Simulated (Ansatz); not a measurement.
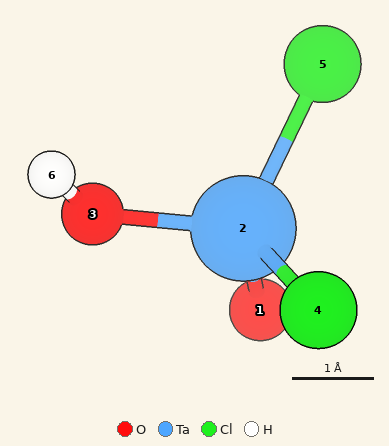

The structure as given in the input (ball-and-stick view, seen at a tilt; atoms are numbered from 1 in the order of the input). Sticks mark near contacts.

# TaHCl₂O₂: single-point calculation

- system: TaHCl₂O₂
- method: RKS PBE0-D4/def2-TZVPP (Ansatz 0.2.0)

The geometry comes from this level: PBE0-D4/def2-TZVP.

**Input**
```yaml
crystal:
  periodic: [false, false, false]
  atoms:
    - {symbol: O, position_ang: [-1.857222, -0.684780, 0.318767]}
    - {symbol: Ta, position_ang: [-0.390016, 0.053216, -0.143981]}
    - {symbol: O, position_ang: [0.934618, -0.771514, 0.917319]}
    - {symbol: Cl, position_ang: [-0.019052, -0.340808, -2.376432]}
    - {symbol: Cl, position_ang: [-0.508744, 2.305561, 0.291377]}
    - {symbol: H, position_ang: [1.882417, -0.625676, 0.946751]}
basis:
  gaussian: {orbitals: def2-TZVPP}
hamiltonian: {xc: pbe0, dispersion: d4}
output: {orbitals: {seedname: orbitals}}
```

Machine: 4 threads of Arm Neoverse V2, 23 GiB of memory available, shared host.

Run as:
```bash
ansatz run in.yaml --threads 4 --pin off --events-out ev --progress --plain --max-ram 10444MiB
```

**Log**
```
Functional definition: PBE0
  name "PBE0"
  cite "Adamo & Barone, J. Chem. Phys. 110, 6158 (1999) doi:10.1063/1.478522"
  cite "Perdew, Burke & Ernzerhof, Phys. Rev. Lett. 77, 3865 (1996) doi:10.1103/PhysRevLett.77.3865"
  parent pbe
  parameter a = 0.25
  parameter kappa = 0.804
  parameter beta = 0.06672455060314922
  exchange = (1 - a)*pbe_x(kappa = kappa, mu = beta*pi^2/3) + a*exact_x
  correlation = pbe_c(beta = beta)
1419 factors; their error is unknown
mean field evaluation 1: about -30691.1069 eV, gradient 8.9e1 eV
mean field evaluation 2: about -30513.0787 eV, gradient 2.9e2 eV
mean field evaluation 4: about -30702.9185 eV, gradient 3.0e1 eV
mean field evaluation 8: about -30704.4523 eV, gradient 4.6e-1 eV
mean field evaluation 16: about -30704.5343 eV, gradient 1.0e-4 eV
mean field -30704.53429102 eV, -1128.3708229142 hartree, gradient 3.0e-5 eV, S^2 0.000000; 0 other end points of the search recorded, 0 dependent functions left out
reference -30704.53432231 eV, -1128.3708240641 hartree; 32, 32 occupied and 184, 184 virtual orbitals, 1419 factors
Total energy: -30704.69301876 eV, -1128.3766560508 hartree
```

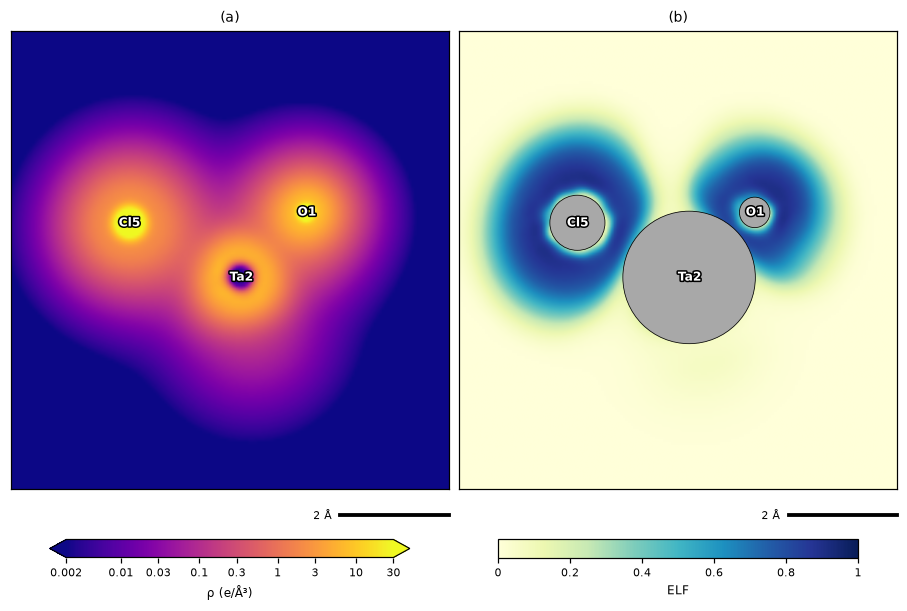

(a) electron density; (b) electron localisation function on the plane of atoms O1, Ta2 and Cl5. Grey discs, where drawn, cover atomic cores. Atoms in the plane: O, Ta and Cl.

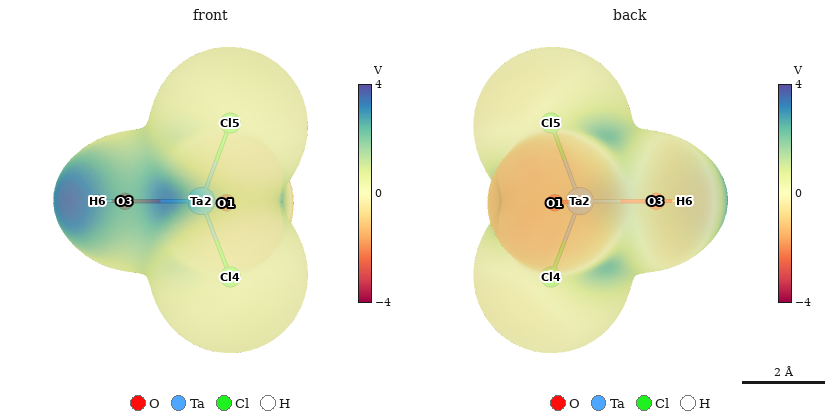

The electrostatic potential painted on the density surface at 0.002 e/bohr³, seen face on and from behind; red is negative and blue positive.

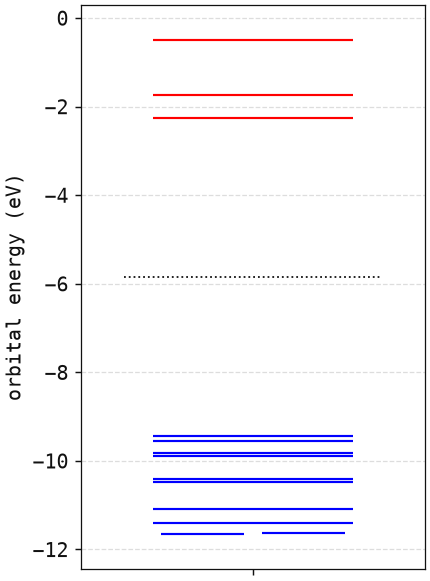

Orbital energies near the frontier; the dotted line parts filled from empty levels, and levels within 0.02 eV of each other stand side by side. Highest filled −9.45 eV, lowest empty −2.26 eV, 7.19 eV apart.

**Key numbers**

```tsv
quantity	value
outcome	converged
total energy	−30704.6930 eV
mean-field energy	−30704.5343 eV
dispersion energy	−0.1587 eV
SCF solution under orbital rotations	stable
HOMO	−9.45 eV
LUMO	−2.26 eV
wall time	2.6 s (CPU time 9.7 s)
peak memory	0.57 GiB
```
